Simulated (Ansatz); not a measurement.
# SnSb: pressure series

The parent structure is SnSb in the rock salt structure (space group Fm-3m, No. 225; a = 6.0867 Å).

Cell and atoms are relaxed at each pressure.

Computed with PBEsol (Ansatz, an electronic-structure program), without spin-orbit coupling.

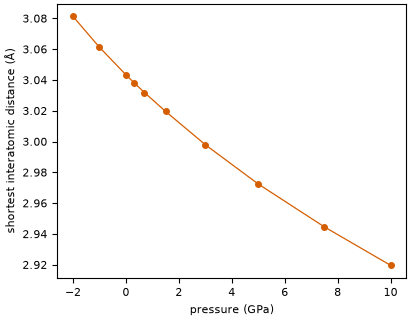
Figure: Shortest interatomic distance against pressure

Question: From the plot, what is the shortest interatomic distance for pressure 3 GPa?

Answer: About 3.00 Å.

Question: Is the trend monotonic over the range shown?

Answer: Yes, it falls throughout, spanning 2.920 Å to 3.081 Å.

Load acts through the strain it causes; cell and atoms are relaxed under it. No phonon test of stability was made. No other phases were tried under pressure. The final runs are not spin-polarised. An odd electron count without spin: SnSb.
